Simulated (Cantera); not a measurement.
Input: 1 mol Ti, 3.4 mol H₂, held at 0.0100 bar.

Equilibrium computed with Cantera from the NASA thermochemical tables; the gas is ideal and each condensed phase is pure. Candidate condensed phases: Ti; 3 gas species. The numbers say what is thermodynamically allowed, not how fast it happens.

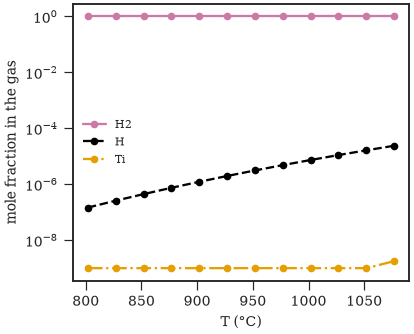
Fig. 1. Equilibrium gas composition (values under 1e-9 drawn at 1e-9)

From 802 °C to 877 °C the condensed part is Ti(α). From 902 °C to 1077 °C the condensed part is Ti(β).
